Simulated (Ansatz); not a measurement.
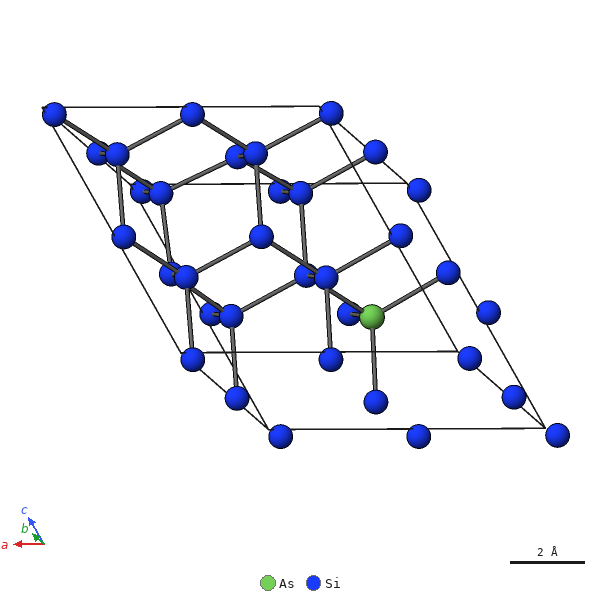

Drawn in the ball-and-stick manner and seen from a general direction. The supercell is outlined; an atom on or near a face, edge or corner is repeated at each equivalent position. The host is Si, in a cell of 16 sites, and the cell is neutral.

Where does the cell differ from the host, and how?

Answer. Arsenic on a silicon site (a substitutional impurity). It is bonded to four Si in a tetrahedral arrangement at about 2.4 Å.

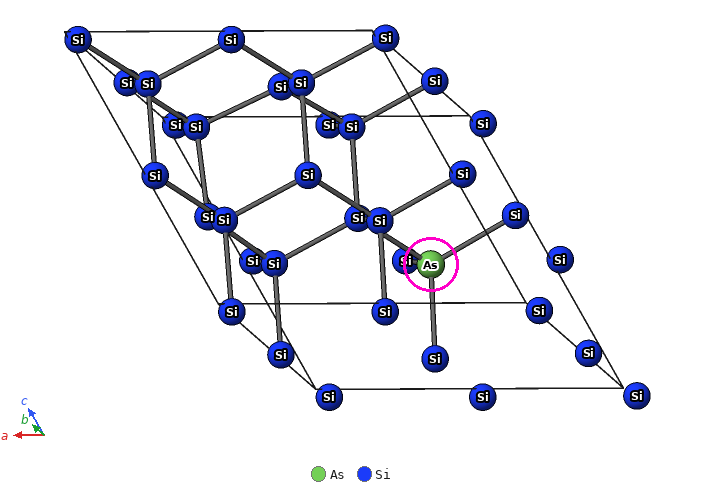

The same cell with a ring at the defect's site.

The atoms were relaxed in the host's cell with DFT PBE, scalar-relativistic, plane waves, PAW in Ansatz.
